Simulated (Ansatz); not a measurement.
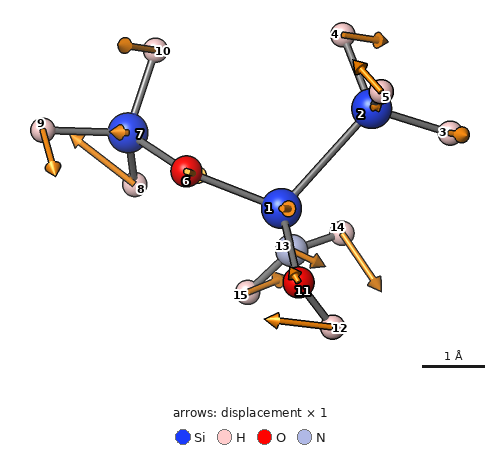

A relaxation of Si₃NH₉O₂. The starting structure is drawn; orange arrows show the displacements, at their true length. The two geometries are superimposed by the best rigid fit.

The picture is a ball-and-stick view, seen from a free direction.

The run prepares the start of a later molecular dynamics calculation, from a guessed geometry.

Level of theory: RKS PBE0/6-31G (Ansatz 0.2.0). (no spin polarisation; force threshold 0.02 eV/Å; at most 40 steps)

### What happened in the run?

Over 30 accepted moves (33 points after the start) the energy falls by 89.3 kJ/mol. Largest force component: 2.4 eV/Å at the start, 0.019 eV/Å at the end. The line search rejected the trial steps at points 12, 15, 16 of the run. The forces were under the threshold at step 17, but the run went on from there. The largest move after the best rigid fit is that of H8, 1.37 Å. By element the largest moves are H 1.37 Å, O 1.16 Å, N 0.65 Å, Si 0.51 Å. Some distances before and after: Si1–Si7 2.980 → 3.322 Å, Si1–Si2 2.220 → 2.342 Å, Si1–N13 1.819 → 1.747 Å, N13–H14 1.060 → 1.006 Å. Among the angles between lasting bonds that change: Si1–O6–Si7 125.0° → 158.4°, Si1–O11–H12 109.5° → 122.4°, Si2–Si1–O11 109.5° → 102.1°. Groups turn about Si1–O6 by about 155°, O6–Si7 by about 135°, Si1–O11 by about 75°.

Limits of the set-up: the basis has no polarisation functions, which atoms past neon need.
